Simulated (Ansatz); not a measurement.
## Electronic structure of Ge3H8 in real space

The calculation's input:

```
crystal:
  periodic: [false, false, false]
  atoms:
    - { symbol: Ge, position_ang: [0.0, 0.0, 0.0] }
    - { symbol: Ge, position_ang: [0.0, 0.0, 2.4] }
    - { symbol: H, position_ang: [-1.3958, -0.4318, 2.9174] }
    - { symbol: H, position_ang: [1.0719, -0.9929, 2.9174] }
    - { symbol: H, position_ang: [0.324, 1.4247, 2.9174] }
    - { symbol: H, position_ang: [1.4616, 0.0, -0.5162] }
    - { symbol: Ge, position_ang: [-1.1304, 1.9584, -0.7992] }
    - { symbol: H, position_ang: [-2.6003, 1.6043, -1.1405] }
    - { symbol: H, position_ang: [-1.1048, 3.0541, 0.2968] }
    - { symbol: H, position_ang: [-0.4177, 2.4843, -2.0712] }
    - { symbol: H, position_ang: [-0.73, -1.2648, -0.5162] }
basis:
  gaussian: { orbitals: def2-mTZVP }
hamiltonian:
  xc: { name: BHLYP }
relax:
  f_tol: 0.02
  max_steps: 40
output:
  orbitals: {}
```

Command:

```sh
ansatz run input.yaml --threads 4 --pin off --max-ram 5120MiB --backend cpu --events-out ev --progress --plain --runs-dir out
```

The fields are those of the run's last geometry, not of the input's.

Level of theory: Ansatz 0.2.0, RKS BHLYP/def2-mTZVP.

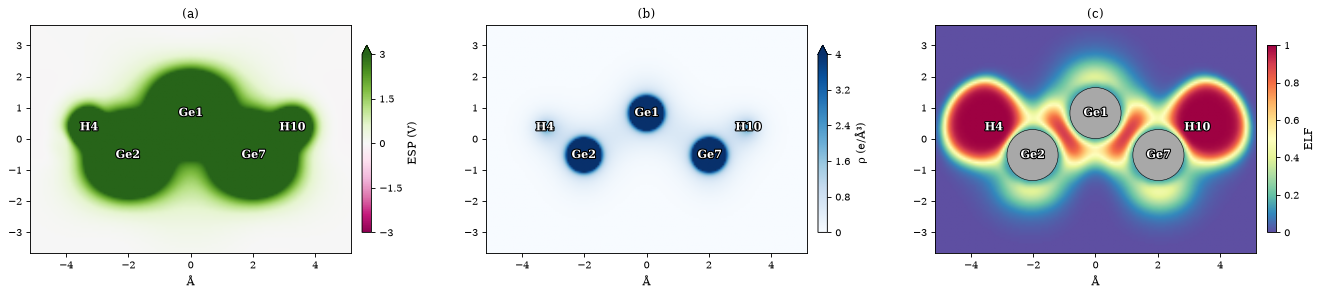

Figure 1. (a) molecular electrostatic potential; (b) electron density; (c) electron localisation function on the plane of atoms Ge1, Ge2 and H4. Grey discs cover the atomic cores in the ELF map.

Describe what can be read from this map.

Answer.
- The section cuts through Ge and H sites.
- Ge–Ge (2.43 Å): ρ is about 0.58 e/Å³ halfway; the ELF peaks at about 0.90 between the atoms; a covalent bond.
- Ge–H (1.53 Å): ρ is about 1 e/Å³ halfway; the ELF climbs to about 1 towards the hydrogen.
- The potential has no marked negative region in this plane.

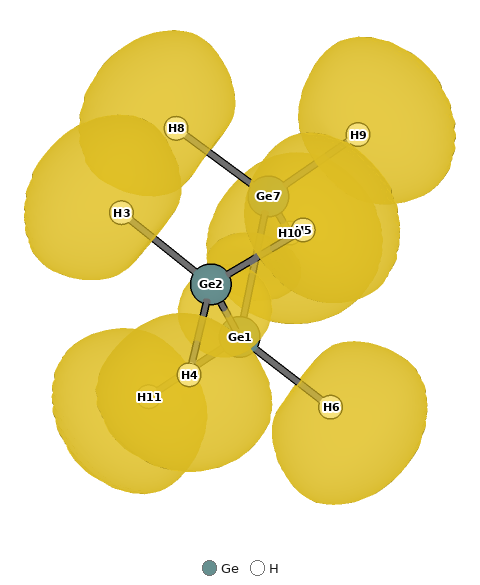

Figure 2. Isosurface of the electron localisation function at 0.8 (yellow), seen at an oblique angle. Only the valence region is drawn (cores and ρ < 0.01 e/Å³ removed).

Describe the localisation domains.

Answer. The surface consists of two regions between bonded Ge–Ge atoms (shared pairs) and eight regions around hydrogen nuclei.

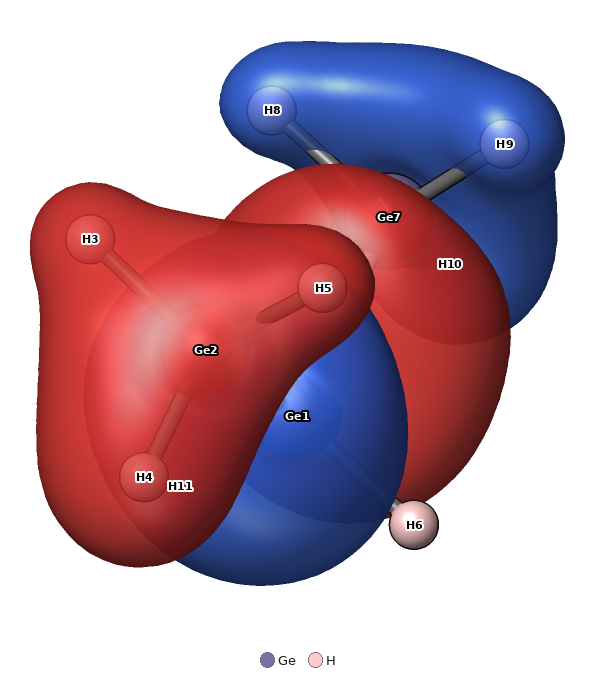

Figure 3. The HOMO at ±0.06 Å⁻³ᐟ² (blue and red are the two phases), seen at an oblique angle.

Where does this orbital lie, and at what energy?

Answer. It lies mainly on Ge1 (about 35 %), Ge2 (about 25 %) and Ge7 (about 25 %). Its energy is −8.78 eV.

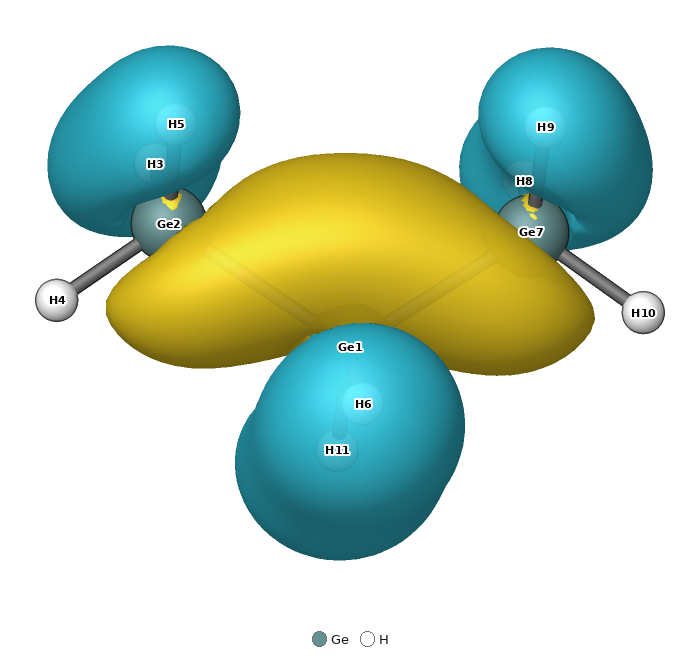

Figure 4. The HOMO−1 at ±0.06 Å⁻³ᐟ² (yellow and cyan are the two phases), seen at a tilt.

Where does this orbital lie, and at what energy?

Answer. By Hirshfeld shares it lies mainly on Ge1 (about 35 %), Ge2 (about 15 %), Ge7 (about 15 %), H6 (about 10 %) and H11 (about 10 %). Its energy is −9.57 eV.
